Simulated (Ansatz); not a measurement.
**SiAs (quartet): RPA-PBE over vertical spin and charge gaps, cc-pVDZ**

How well do these functionals follow the top wave-function level for SiAs (quartet) over vertical spin and charge gaps?

Program: Ansatz 0.2.0, Gaussian basis. Level of theory: cc-pVDZ, all electrons in the functionals, frozen cores in the correlation of double hybrids and RPA. These are calculated values, not measurements.

To be run: RPA-PBE, at charge 0, quartet; charge 0, doublet; charge 0, sextet; charge 1, triplet; charge 1, quintet.

19 further runs of the same task are left out: 6 that didn't finish, 13 set aside as unsound or not needed. Runs told in other sessions of the task aren't counted.

**1. The system**

The geometry is a PBE0/def2-TZVP stationary point (not a proven minimum). No spin-orbit coupling is included. The filled d shell of As may be among the frozen orbitals whatever the setting's name suggests.

2 atoms, charge 0, spin multiplicity 4.

Atoms are counted from 1 here; the program's logs count them from 0.

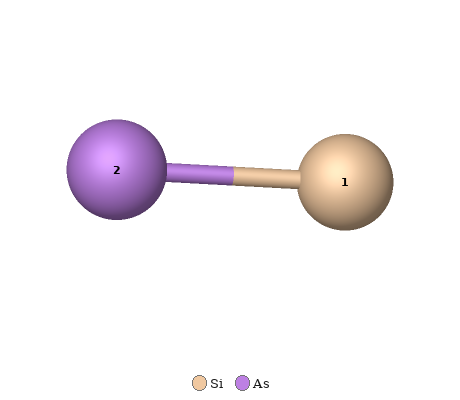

The structure; silicon light orange, arsenic purple; atoms are numbered from 1 in the order of the file.

Geometry (Å):

```
atom    x (Å)    y (Å)    z (Å)
 Si1  0.00000  0.00000  0.00000
 As2  0.00000  0.00000  2.45360
```

No dispersion term is added.

The geometry shown and the zero of energy belong to the point charge 0, quartet. The yardstick, UCCSDT(Q), and other wave-function levels (R restricted, U unrestricted, valence and pair active spaces) come from earlier runs.

**2. RPA-PBE, charge 0, quartet**

The input, in.yaml:

```yaml
crystal:
  periodic: [false, false, false]
  atoms:
    - {symbol: Si, position_ang: [0.000000, 0.000000, 0.000000]}
    - {symbol: As, position_ang: [0.000000, 0.000000, 2.453600]}
basis:
  gaussian: {orbitals: cc-pVDZ}
magnetization: {spin_polarized: true, initial_magnetization: 3}
hamiltonian: {xc: {name: PBE}}
correlation: {method: rpa, electrons: outside_noble_gas}
```

Run with:

```
$ ansatz run in.yaml --threads 1 --pin off --events-out ev --progress --plain --max-ram 2393MiB
```

The program printed:

```text
Functional definition: PBE
  name "PBE"
  cite "Perdew, Burke & Ernzerhof, Phys. Rev. Lett. 77, 3865 (1996) doi:10.1103/PhysRevLett.77.3865"
  parent pbe
  parameter kappa = 0.804
  parameter beta = 0.06672455060314922
  exchange = pbe_x(kappa = kappa, mu = beta*pi^2/3)
  correlation = pbe_c(beta = beta)
514 factors; integrals over basis functions are off by at most 1.2e-3 eV
mean field evaluation 1: about -68701.2279 eV, gradient 4.5e0 eV
mean field evaluation 2: about -68701.2260 eV, gradient 4.5e0 eV
mean field evaluation 4: about -68701.3752 eV, gradient 2.6e0 eV
mean field evaluation 8: about -68701.4483 eV, gradient 2.3e-2 eV
mean field evaluation 16: about -68701.3689 eV, gradient 2.4e0 eV
mean field evaluation 32: about -68701.0944 eV, gradient 5.0e-5 eV
mean field evaluation 64: about -68701.1640 eV, gradient 1.1e0 eV
mean field evaluation 96: about -68700.6038 eV, gradient 2.1e-1 eV
mean field evaluation 128: about -68701.4443 eV, gradient 4.0e-1 eV
mean field -68701.44835152 eV, -2524.7316594042 hartree, gradient 3.2e-6 eV, S^2 3.757541; 14 other end points of the search recorded, 0 dependent functions left out
19 core orbitals not correlated: weight in the atoms' cores, before any rotation towards them, 1.000 or more for the frozen orbitals, at most 0.000 for the correlated occupied ones
reference -68654.52429035 eV, -2523.0072319626 hartree; 6, 3 occupied and 20, 23 virtual orbitals, 514 factors
Total energy: -68661.59155998 eV, -2523.2669493311 hartree
```

It took 12 s on 1 thread of Arm Neoverse V1, shared host.

From the report: ⟨S²⟩ of the determinant 3.758 (pure quartet: 3.75).

**3. RPA-PBE, charge 0, doublet**

in.yaml, as its differences from that of step 2:

```diff
@@ -7,3 +7,3 @@
   gaussian: {orbitals: cc-pVDZ}
-magnetization: {spin_polarized: true, initial_magnetization: 3}
+magnetization: {spin_polarized: true, initial_magnetization: 1}
 hamiltonian: {xc: {name: PBE}}
```

The command is unchanged.

The program printed (excerpt; [...] marks lines left out):

```text
Functional definition: PBE
  name "PBE"
  cite "Perdew, Burke & Ernzerhof, Phys. Rev. Lett. 77, 3865 (1996) doi:10.1103/PhysRevLett.77.3865"
  parent pbe
[...]
514 factors; integrals over basis functions are off by at most 1.2e-3 eV
[...]
mean field -68702.73429149 eV, -2524.7789168263 hartree, gradient 4.5e-6 eV, S^2 0.766521; 19 other end points of the search recorded, 0 dependent functions left out
19 core orbitals not correlated: weight in the atoms' cores, before any rotation towards them, 1.000 or more for the frozen orbitals, at most 0.000 for the correlated occupied ones
reference -68654.34783597 eV, -2523.0007473836 hartree; 5, 4 occupied and 21, 22 virtual orbitals, 514 factors
Total energy: -68662.85918592 eV, -2523.3135337250 hartree
```

Run time: 12 s. Hardware: 1 thread of Arm Neoverse V1, shared host.

From the report: ⟨S²⟩ of the determinant 0.767 (pure doublet: 0.75).

From charge 0, quartet: -1.268 eV.

**4. RPA-PBE, charge 0, sextet**

in.yaml, as its differences from that of step 3:

```diff
@@ -7,3 +7,3 @@
   gaussian: {orbitals: cc-pVDZ}
-magnetization: {spin_polarized: true, initial_magnetization: 1}
+magnetization: {spin_polarized: true, initial_magnetization: 5}
 hamiltonian: {xc: {name: PBE}}
```

The command is unchanged.

The program printed (excerpt; [...] marks lines left out):

```text
Functional definition: PBE
  name "PBE"
  cite "Perdew, Burke & Ernzerhof, Phys. Rev. Lett. 77, 3865 (1996) doi:10.1103/PhysRevLett.77.3865"
  parent pbe
[...]
514 factors; integrals over basis functions are off by at most 1.2e-3 eV
[...]
mean field -68700.01267706 eV, -2524.6788993410 hartree, gradient 1.7e-6 eV, S^2 8.751883; 0 other end points of the search recorded, 0 dependent functions left out
19 core orbitals not correlated: weight in the atoms' cores, before any rotation towards them, 1.000 or more for the frozen orbitals, at most 0.000 for the correlated occupied ones
reference -68653.98259707 eV, -2522.9873251016 hartree; 7, 2 occupied and 19, 24 virtual orbitals, 514 factors
Total energy: -68660.13875892 eV, -2523.2135598767 hartree
```

Wall time 1.6 s (1 thread of Arm Neoverse V1, shared host).

From the report: ⟨S²⟩ of the determinant 8.752 (pure sextet: 8.75).

From charge 0, quartet: +1.453 eV.

**5. RPA-PBE, charge 1, triplet**

in.yaml, as its differences from that of step 4:

```diff
@@ -7,3 +7,4 @@
   gaussian: {orbitals: cc-pVDZ}
-magnetization: {spin_polarized: true, initial_magnetization: 5}
+total_charge: 1
+magnetization: {spin_polarized: true, initial_magnetization: 2}
 hamiltonian: {xc: {name: PBE}}
```

Launched as before.

The program printed (excerpt; [...] marks lines left out):

```text
Functional definition: PBE
  name "PBE"
  cite "Perdew, Burke & Ernzerhof, Phys. Rev. Lett. 77, 3865 (1996) doi:10.1103/PhysRevLett.77.3865"
  parent pbe
[...]
514 factors; integrals over basis functions are off by at most 1.2e-3 eV
[...]
mean field -68694.57428384 eV, -2524.4790420765 hartree, gradient 9.7e-6 eV, S^2 2.004330; 7 other end points of the search recorded, 0 dependent functions left out
19 core orbitals not correlated: weight in the atoms' cores, before any rotation towards them, 1.000 or more for the frozen orbitals, at most 0.000 for the correlated occupied ones
reference -68647.56678582 eV, -2522.7515483867 hartree; 5, 3 occupied and 21, 23 virtual orbitals, 514 factors
Total energy: -68654.78194659 eV, -2523.0167006544 hartree
```

Wall time 3.9 s (1 thread of Arm Neoverse V1, shared host).

From the report: ⟨S²⟩ of the determinant 2.004 (pure triplet: 2.00).

From charge 0, quartet: +6.810 eV.

**6. RPA-PBE, charge 1, quintet**

in.yaml, as its differences from that of step 5:

```diff
@@ -8,3 +8,3 @@
 total_charge: 1
-magnetization: {spin_polarized: true, initial_magnetization: 2}
+magnetization: {spin_polarized: true, initial_magnetization: 4}
 hamiltonian: {xc: {name: PBE}}
```

Same command.

The program printed (excerpt; [...] marks lines left out):

```text
Functional definition: PBE
  name "PBE"
  cite "Perdew, Burke & Ernzerhof, Phys. Rev. Lett. 77, 3865 (1996) doi:10.1103/PhysRevLett.77.3865"
  parent pbe
[...]
514 factors; integrals over basis functions are off by at most 1.2e-3 eV
[...]
mean field -68692.92594068 eV, -2524.4184665825 hartree, gradient 4.7e-6 eV, S^2 6.002340; 2 other end points of the search recorded, 0 dependent functions left out
19 core orbitals not correlated: weight in the atoms' cores, before any rotation towards them, 1.000 or more for the frozen orbitals, at most 0.000 for the correlated occupied ones
reference -68646.97156413 eV, -2522.7296743932 hartree; 6, 2 occupied and 20, 24 virtual orbitals, 514 factors
Total energy: -68653.19041769 eV, -2522.9582130463 hartree
```

It took 2.4 s on 1 thread of Arm Neoverse V1, shared host.

From the report: ⟨S²⟩ of the determinant 6.002 (pure quintet: 6.00).

From charge 0, quartet: +8.401 eV.

**7. The comparison**

The yardstick is UCCSDT(Q), where the cluster series has nearly closed. It comes from earlier runs at the same points. Energies in eV, counted from charge 0, quartet; blanks weren't run or aren't comparable.

```
    level  quartet to doublet  quartet to sextet  ionisation to the triplet cation  ionisation to the quintet cation
UCCSDT(Q)              -1.245              1.132                             6.746                             8.145
  RPA-PBE              -1.268              1.453                             6.810                             8.401
```

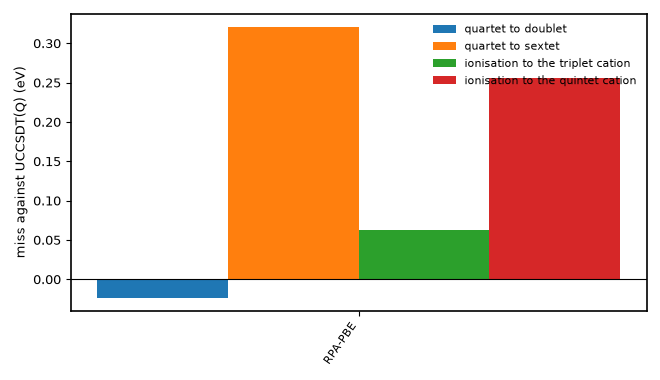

Misses of the gaps against UCCSDT(Q).

Largest miss and mean time a point (UCCSDT(Q) took 23 s a point; shared hosts):

```
  level  largest miss (eV)              where  time a point
RPA-PBE             +0.321  quartet to sextet         6.3 s
```

**8. Results**

```
                                   quantity                          value
              quartet to doublet, UCCSDT(Q)                      -1.245 eV
               quartet to sextet, UCCSDT(Q)                       1.132 eV
ionisation to the triplet cation, UCCSDT(Q)                       6.746 eV
ionisation to the quintet cation, UCCSDT(Q)                       8.145 eV
                      largest miss, RPA-PBE  +0.321 eV (quartet to sextet)
```

**Reading.** RPA-PBE strays by up to 0.321 eV, at quartet to sextet. Functionals and the yardstick converge differently with the basis, so part of each miss in cc-pVDZ is the basis.
